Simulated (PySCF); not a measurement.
NMR shielding calculation of C₅H₁₄BFN₂

The run: NMR shielding calculation of C₅H₁₄BFN₂. Method and program: GIAO PBE0/pcSseg-1 NMR shielding, non-relativistic, gas phase (PySCF 2.14.0).

The geometry comes from this level: GFN2-xTB. It belongs to a series of runs on one base structure; here: H on C replaced by CH2NH2. Figures and captions count atoms from 1; the log counts them from 0 in places.

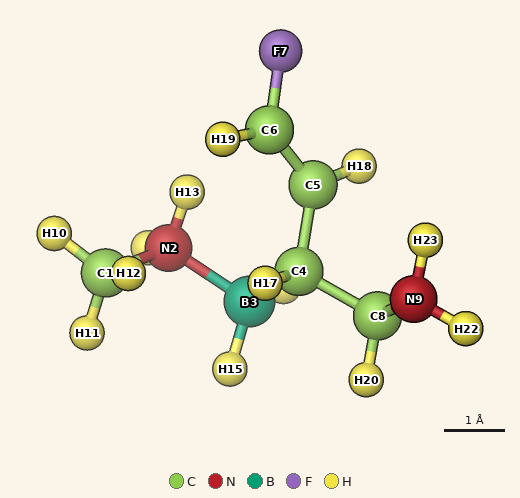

**Figure 1.** The structure as given in the input (ball-and-stick view, seen at a tilt; atoms are numbered from 1 in the order of the input).

The input:
```
{"job": {"kind": "nmr", "xc": "PBE0", "basis": "pcSseg-1"}, "charge": 0, "multiplicity": 1}
C     -2.708167     0.280281     0.251499
N     -1.696434     0.882836    -0.613768
B     -0.602124    -0.149728    -1.255609
C      0.491620    -0.443044    -0.049041
C      1.064114     0.849492     0.398834
C      0.658744     1.518714     1.465710
F      1.135157     2.760343     1.761299
C      1.598218    -1.380776    -0.530291
N      2.414520    -1.815343     0.597836
H     -3.381502     1.030725     0.669986
H     -3.286220    -0.441042    -0.321543
H     -2.211558    -0.248085     1.061162
H     -1.133152     1.549795    -0.080343
H     -2.142429     1.373878    -1.382433
H     -1.187642    -1.129304    -1.580322
H     -0.113104     0.432730    -2.171826
H      0.006661    -0.933762     0.799355
H      1.801468     1.307041    -0.247812
H     -0.045558     1.183706     2.213501
H      1.145875    -2.272641    -0.969901
H      2.179937    -0.877743    -1.320551
H      3.149153    -2.440358     0.283145
H      2.857669    -1.010731     1.031191
```

The first line tells a small driver script what to run in PySCF; the rest is the geometry in Å.

Machine: 1 CPU thread, shared host.

Launch command:
```bash
OMP_NUM_THREADS=1 python <driver script> task.json out
```

What the program printed:
```
coarse grid: 18408 points
cycle   1  E = -432.4233321188  dE =  9.581e-01  |g| = 6.579e-01  |ddm| = 4.052e+00
cycle   2  E = -432.3711816220  dE =  5.215e-02  |g| = 8.400e-01  |ddm| = 1.404e+00
cycle   3  E = -432.5253186793  dE = -1.541e-01  |g| = 1.218e-01  |ddm| = 8.026e-01
cycle   4  E = -432.5285079556  dE = -3.189e-03  |g| = 5.048e-02  |ddm| = 1.427e-01
cycle   5  E = -432.5290385808  dE = -5.306e-04  |g| = 1.513e-02  |ddm| = 4.896e-02
cycle   6  E = -432.5290850942  dE = -4.651e-05  |g| = 4.047e-03  |ddm| = 1.607e-02
cycle   7  E = -432.5290885113  dE = -3.417e-06  |g| = 9.600e-04  |ddm| = 4.328e-03
final grid: 176048 points
cycle   8  E = -432.5828773297  dE = -7.579e-05  |g| = 1.118e-02  |ddm| = 4.539e-02
cycle   9  E = -432.5828612406  dE =  1.609e-05  |g| = 1.442e-02  |ddm| = 2.323e-02
cycle  10  E = -432.5829071031  dE = -4.586e-05  |g| = 2.055e-03  |ddm| = 1.339e-02
cycle  11  E = -432.5829079233  dE = -8.202e-07  |g| = 3.916e-04  |ddm| = 1.961e-03
cycle  12  E = -432.5829079528  dE = -2.952e-08  |g| = 1.654e-04  |ddm| = 4.323e-04
cycle  13  E = -432.5829079590  dE = -6.216e-09  |g| = 3.688e-05  |ddm| = 1.680e-04
cycle  14  E = -432.5829079593  dE = -2.734e-10  |g| = 1.149e-05  |ddm| = 3.734e-05
```

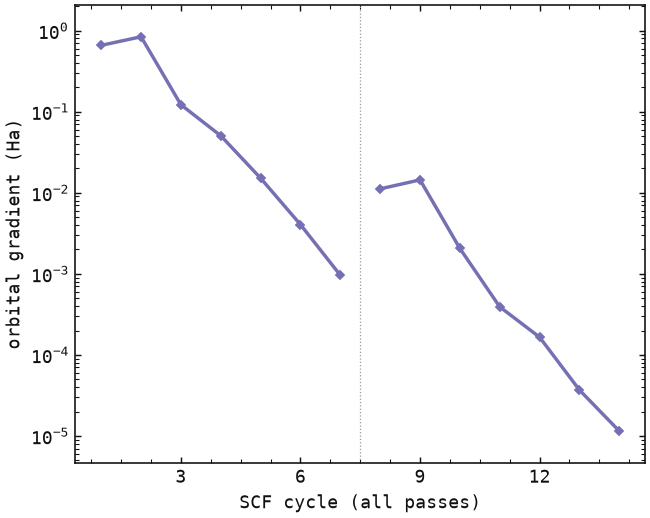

**Figure 2.** Convergence of the self-consistent field: orbital gradient against the SCF cycle. The dotted line marks the change from a coarse to the final integration grid. The first 7 cycles use a coarse grid, the final grid takes over at cycle 8, and the field converges after 14 cycles in all.

```
converged SCF energy = -432.5829079593

GIAO shielding tensors (ppm)
atom      isotropic    diamagn.    paramagn.     s11        s22        s33       span
  0 C      155.341     244.799     -89.459    130.665    148.387    186.970     56.305
  1 N      224.116     320.393     -96.277    208.997    224.066    239.286     30.289
  2 B      119.747     190.457     -70.710    110.196    112.138    136.908     26.712
  3 C      152.674     249.193     -96.519    142.179    147.714    168.129     25.950
  4 C       53.344     260.442    -207.098    -40.371     61.949    138.455    178.826
  5 C       35.166     255.308    -220.142    -54.859     71.227     89.128    143.987
  6 F      304.310     471.138    -166.828    222.624    326.218    364.089    141.464
  7 C      135.762     244.841    -109.078    122.455    133.706    151.126     28.670
  8 N      225.414     312.276     -86.862    190.577    228.405    257.259     66.683
  9 H       29.332      27.047       2.284     24.436     26.579     36.980     12.544
 10 H       29.267      28.190       1.077     24.777     27.147     35.878     11.101
 11 H       29.121      31.320      -2.199     24.089     29.615     33.659      9.569
 12 H       27.852      34.340      -6.489     21.470     23.515     38.570     17.100
 13 H       29.140      30.140      -0.999     20.976     25.908     40.537     19.561
 14 H       29.938      33.301      -3.363     26.196     31.245     32.374      6.178
 15 H       30.344      33.043      -2.699     26.181     30.963     33.888      7.708
 16 H       30.373      35.241      -4.869     27.441     30.470     33.208      5.766
 17 H       25.979      33.588      -7.609     23.998     26.056     27.883      3.886
 18 H       24.992      32.932      -7.940     22.692     23.379     28.906      6.215
 19 H       28.799      31.118      -2.319     23.394     29.579     33.426     10.032
 20 H       28.728      31.910      -3.181     23.401     29.423     33.361      9.960
 21 H       30.940      28.249       2.690     23.307     27.408     42.104     18.797
 22 H       31.135      31.191      -0.056     23.276     31.866     38.262     14.986
```

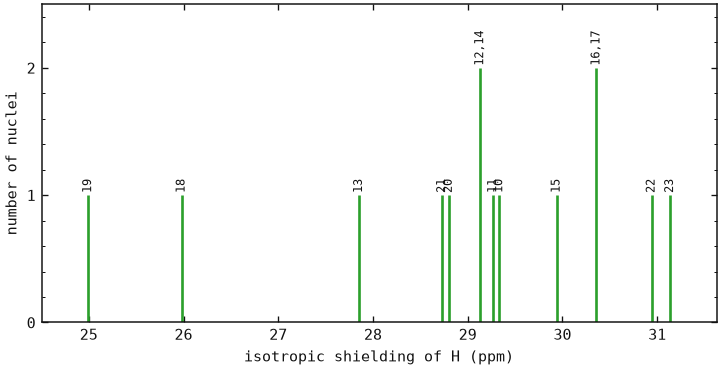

**Figure 3.** Isotropic shieldings of the hydrogen nuclei in this fixed geometry, labelled by atom number; shielding grows to the right, so chemical shift grows to the left. The least shielded is H19 (25.0 ppm), the most shielded H23 (31.1 ppm).

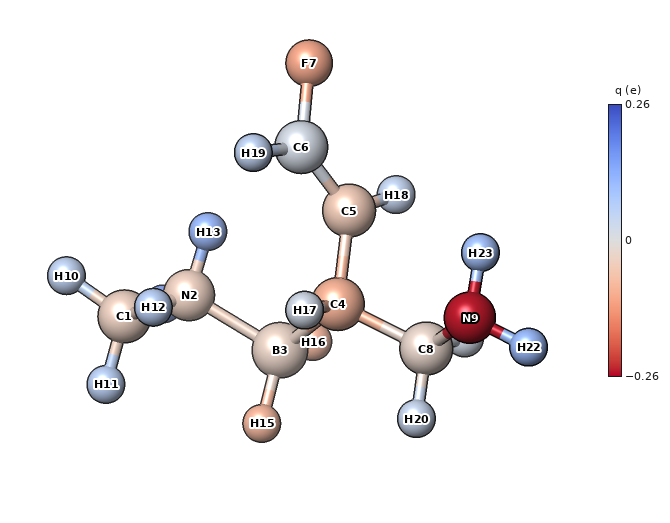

**Figure 4.** Hirshfeld charges, as the colour of each atom (ball-and-stick view, seen at a tilt; atoms are numbered from 1 in the order of the input). By element: C −0.10 to +0.02, N −0.25 to −0.04, B −0.03, F −0.12 and H −0.10 to +0.16 e.

Summary:

| quantity | value |
| --- | --- |
| outcome | converged |
| total energy | −432.582908 hartree |
| HOMO | −6.28 eV |
| LUMO | 0.45 eV |
| dipole moment | 3.80 D |
| isotropic shielding, C | 35.2 to 155.3 ppm |
| isotropic shielding, N | 224.1 to 225.4 ppm |
| isotropic shielding, B | 119.7 ppm |
| isotropic shielding, F | 304.3 ppm |
| isotropic shielding, H | 25.0 to 31.1 ppm |
| wall time | 55 s |
| peak memory | 1.1 GiB |
